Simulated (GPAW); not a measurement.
# Surface energy and work function of Nb(110) from slabs of 3 to 12 layers (RPBE)

How do energy and work function of Nb(110) films settle with thickness, and what surface energy follows?

Set-up. GPAW 26.7.0, plane waves at 450 eV with PAW setups; symmetric 1×1 slabs cut at the tabulated lattice constant (two decimals; low-temperature values for the alkali metals), atoms at bulk places, 7.5 Å of vacuum on each side, one in-plane mesh for all thicknesses, Fermi-Dirac smearing of 0.1 eV. Energies are extrapolated to zero smearing and count from the program's reference atoms. Functional RPBE. The cell's area is 7.700 Å².

Results, with one row withheld:

```
layers  energy (eV)  work function (eV)
     3     −27.5995                4.43
     4     −37.4322                4.41
     5     −47.2523                4.42
     6     −57.0790                4.42
     7     −66.9136                4.41
     8     −76.7432                4.41
     9     −86.5599                4.41
    10     −96.3897                4.41
    11    −106.2188                4.40
    12            ?                   ?
```

**Question.** What surface energy do these runs give, and what energy and work function should the 12-layer slab have?

A: A slab of n layers has E(n) = nε + 2Aγ once its middle is bulk-like. A line through n = 6 to 11 has the slope ε = −9.8270 eV a layer and the intercept 2Aγ = 1.8786 eV (r.m.s. residual 3.8 meV). So γ = 1.8786 / (2 × 7.700 Å²) = 0.1220 eV/Å² = 1.95 J/m², with a standard error of about 0.01 J/m² from the scatter about the line. For 12 layers: 1.8786 + 12 × (−9.8270) = −116.045 eV; the run gives −116.043 eV, 2.5 meV over the line. The work function has no such law: from 6 to 11 layers it moves between 4.40 and 4.42 eV (mean 4.41), and the 12-layer slab gives 4.41 eV. The thinnest slab, 3 layers, lies +0.02 eV from that mean. The measured value for this face is 4.63 eV (“Anisotropic work function of elemental crystals” (2019, arxiv:1902.07811)); the unrelaxed 12-layer slab lies 0.22 eV under it.

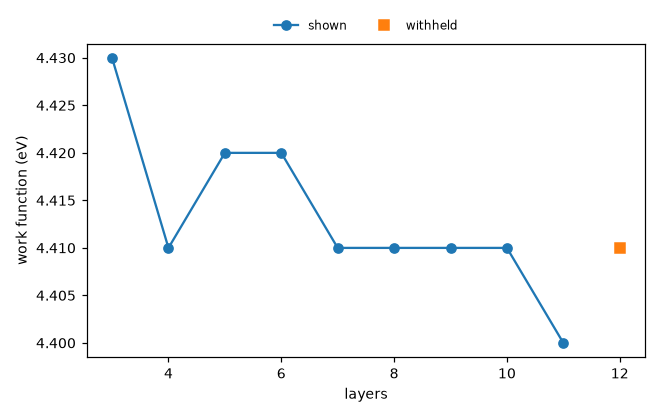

Work function against thickness.

Caveats: The surfaces are unrelaxed, so γ is an upper bound for this functional and lattice constant. The tabulated lattice constant isn't the functional's own, which strains the slab a little.

[Logs are printed without paths, hosts, clocks, repeated set-up lines and the standing remarks that a program may print on its own settings, such as how far it seeks lower states.]
